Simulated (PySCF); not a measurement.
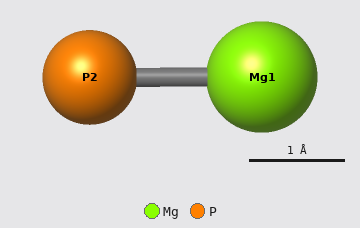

Figure 1. The structure (ball-and-stick view, seen on its broad side; atoms are numbered from 1 in the order of the input). Sticks mark near contacts. Bond lengths as drawn: Mg–P 1.81 Å.

**Run report: MgP (charge −1), single-point calculation**

System: MgP, charge −1.
Method: RHF/6-31g*, TDHF (PySCF 2.14.0).

The program's output
```
PySCF version 2.14.0

[INPUT] verbose = 4
[INPUT] num. atoms = 2
[INPUT] num. electrons = 28
[INPUT] charge = -1
[INPUT] spin (= nelec alpha-beta = 2S) = 0
[INPUT] symmetry False subgroup None
[INPUT] Mole.unit = angstrom
[INPUT] Symbol           X                Y                Z      unit          X                Y                Z       unit  Magmom
[INPUT]  1 Mg     0.000000000000   0.000000000000   0.000000000000 AA    0.000000000000   0.000000000000   0.000000000000 Bohr   0.0
[INPUT]  2 P      0.000000000000   0.000000000000   1.814000000000 AA    0.000000000000   0.000000000000   3.427963189961 Bohr   0.0

nuclear repulsion = 52.5093153062845
number of shells = 16
number of NR pGTOs = 102
number of NR cGTOs = 36
basis = 6-31g*
ecp = {}

******** <class 'pyscf.soscf.newton_ah.SecondOrderRHF'> ********
method = SecondOrderRHF
initial guess = minao
damping factor = 0
level_shift factor = 0
DIIS = <class 'pyscf.scf.diis.CDIIS'>
diis_start_cycle = 1
diis_space = 8
diis_damp = 0
SCF conv_tol = 1e-09
SCF conv_tol_grad = None
SCF max_cycles = 50
direct_scf = True
direct_scf_tol = 1e-13
******** <class 'pyscf.scf.hf.RHF'> Newton solver flags ********
SCF tol = 1e-09
conv_tol_grad = None
max. SCF cycles = 50
direct_scf = True
direct_scf_tol = 1e-13
max_cycle_inner = 12
max_stepsize = 0.05
ah_start_tol = 1e+09
ah_level_shift = 0
ah_conv_tol = 1e-12
ah_lindep = 1e-14
ah_start_cycle = 1
ah_max_cycle = 40
ah_grad_trust_region = 2.5
kf_interval = 4
kf_trust_region = 5
canonicalization = True
Set conv_tol_grad to 3.16228e-05
Initial guess from minao.
  HOMO = -0.224178663558788  LUMO = -0.0670332927837909  gap/eV = 4.27614
Initial guess E= -540.045844726741  |g|= 0.416573
macro= 0  E= -540.150840192772  delta_E= -0.104995  |g|= 0.0420348  4 KF 22 JK
macro= 1  E= -540.153570690055  delta_E= -0.0027305  |g|= 0.0276949  2 KF 7 JK
macro= 2  E= -540.153637659755  delta_E= -6.69697e-05  |g|= 1.7401e-05  3 KF 10 JK
macro= 3  E= -540.153637659755  delta_E= 0  |g|= 2.94808e-06  1 KF 2 JK
Canonicalize SCF orbitals
macro X = 4  E=-540.153637659755  |g|= 2.94808e-06  total 11 KF 46 JK
converged SCF energy = -540.153637659755

******** <class 'pyscf.tdscf.rhf.TDHF'> for <class 'pyscf.scf.hf.RHF'> ********
nstates = 4 singlet
deg_eia_thresh = 1.000e-03
wfnsym = None
conv_tol = 1e-05
eigh lindep = 1e-12
eigh level_shift = 0
eigh max_cycle = 100

Excitation energies (eV)
[0.4388845  0.4388845  2.32703262 3.51622941]

** Singlet excitation energies and oscillator strengths **
Excited State   1:      0.43888 eV   2824.98 nm  f=0.0039
      13 -> 15        0.57405
      14 -> 15       -0.45459
Excited State   2:      0.43888 eV   2824.98 nm  f=0.0039
      13 -> 15        0.45459
      14 -> 15        0.57405
Excited State   3:      2.32703 eV    532.80 nm  f=0.1898
      12 -> 15       -0.62488
      13 -> 16       -0.22627
      14 -> 17       -0.22627
Excited State   4:      3.51623 eV    352.61 nm  f=0.0000
      13 -> 17       -0.49402
      14 -> 16        0.49402

** Transition electric dipole moments (AU) **
state          X           Y           Z        Dip. S.      Osc.
  1         0.4567     -0.3959     -0.0000      0.3654      0.0039
  2         0.3959      0.4567      0.0000      0.3654      0.0039
  3         0.0000      0.0000     -1.8244      3.3284      0.1898
  4         0.0000     -0.0000      0.0000      0.0000      0.0000

** Transition velocity dipole moments (imaginary part, AU) **
state          X           Y           Z        Dip. S.      Osc.
  1         0.0011     -0.0010      0.0000      0.0000      0.0001
  2         0.0010      0.0011     -0.0000      0.0000      0.0001
  3         0.0000      0.0000     -0.1597      0.0255      0.1988
  4         0.0000     -0.0000      0.0000      0.0000      0.0000

** Transition magnetic dipole moments (imaginary part, AU) **
state          X           Y           Z
  1         0.2348      0.2708     -0.0000
  2        -0.2708      0.2348      0.0000
  3         0.0000      0.0000     -0.0000
  4         0.0000      0.0000     -0.0000

WARN: System has nonzero charge -1; the dipole moment is origin-dependent.
Location of origin: [0. 0. 0.]

Dipole moment(X, Y, Z, Debye):  0.00000,  0.00000, -7.55478
orbital energies (hartree): [-0.0791 -0.0695 -0.0695  0.1674  0.2414  0.2414]
```

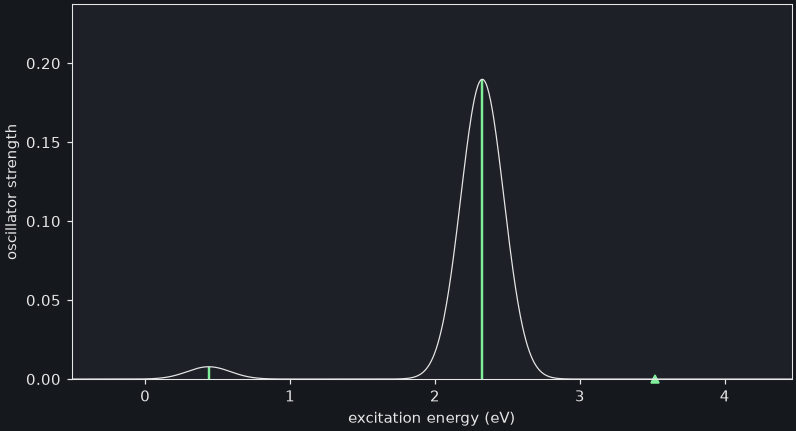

Figure 2. Computed excitations as sticks (degenerate states added up, dark ones marked on the axis), with a Gaussian envelope of 0.35 eV full width at half maximum, scaled to the tallest. Of the 4 states the lowest lies at 0.44 eV (f = 0.004); the strongest line is at 2.33 eV, or 533 nm (f = 0.190).

The run was set up as follows.

The input
```python
from pyscf import gto, scf, tdscf

mol = gto.M(
    atom='Mg 0 0 0; P 0 0 1.814',
    basis='6-31g*',
    charge=-1,
    spin=0,
    verbose=4,
)
mf = scf.RHF(mol)
mf = mf.newton()
mf.kernel()
td = tdscf.TDHF(mf)
td.nstates = 4
td.kernel()
td.analyze()
mf.dip_moment()
print('orbital energies (hartree):', mf.mo_energy[..., max(0, mol.nelec[1]-3):mol.nelec[0]+3].round(4))
```

Run as:
```bash
OMP_NUM_THREADS=1 python input.py
```

Results in brief

| quantity | value |
| --- | --- |
| outcome | converged |
| SCF energy | −540.153638 hartree |
| hardware | 1 CPU thread, shared host |
| wall time | 4.6 s |
